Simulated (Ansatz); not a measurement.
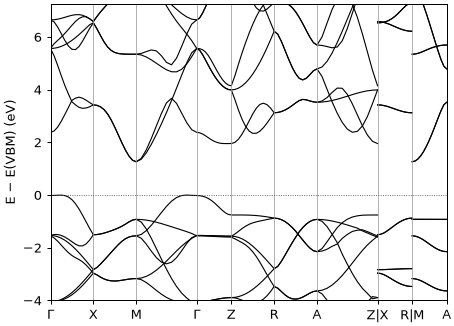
*Band structure from DFT-PBE+D3(BJ) in the program Ansatz with PAW potentials*

Read off the gap and where the band edges lie.

About 1.3 eV (1.27 eV by a search for the band edges); maximum on the M–Γ line, 83 % of the way from M, minimum at M.

The material is PbO in space group P4/nmm (No. 129; Pb on 2c, O on 2a).

Symmetry was held in the PBE+D3(BJ) relaxation. Scalar-relativistic: spin–orbit coupling is off unless named, which matters more the heavier the elements.

Potentials: the later of the program's two PAW sets.
